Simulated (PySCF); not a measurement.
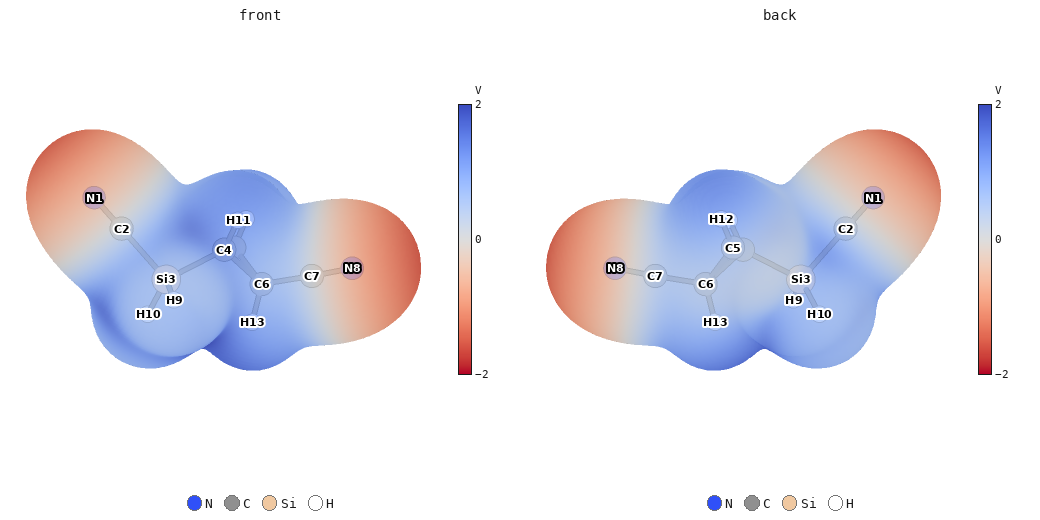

Figure 1: C5H5N2Si (doublet). The molecular electrostatic potential painted on the density surface at 0.001 e/bohr³, seen from the front and from behind; red is negative and blue positive.

Geometry: GFN2-xTB.

These are results of UKS B3LYP, pcH-1 on C H N Si, non-relativistic, mean-field spin-orbit, GIAO (PySCF), not measurements.

```yaml
atoms:
  - { symbol: N, position_ang: [-3.7682, -0.0645, 1.1477] }
  - { symbol: C, position_ang: [-2.8578, -0.2843, 0.4888] }
  - { symbol: Si, position_ang: [-1.3810, -0.6594, -0.5889] }
  - { symbol: C, position_ang: [0.1112, 0.0039, 0.3798] }
  - { symbol: C, position_ang: [0.5955, 1.3479, 0.1432] }
  - { symbol: C, position_ang: [1.3901, 0.2566, -0.4423] }
  - { symbol: C, position_ang: [2.6476, -0.0567, 0.1378] }
  - { symbol: N, position_ang: [3.6508, -0.3028, 0.6343] }
  - { symbol: H, position_ang: [-1.2879, -2.1120, -0.7401] }
  - { symbol: H, position_ang: [-1.5383, 0.0645, -1.8495] }
  - { symbol: H, position_ang: [0.2209, -0.4102, 1.3815] }
  - { symbol: H, position_ang: [0.8657, 2.1440, 0.8021] }
  - { symbol: H, position_ang: [1.3471, 0.0735, -1.5122] }
```

Question: Describe the electrostatic potential map.

Answer: The most negative region (about −1.5 V) lies over N8, the most positive (about +1.8 V) over Si3. N8 is the likeliest acceptor of a hydrogen bond.
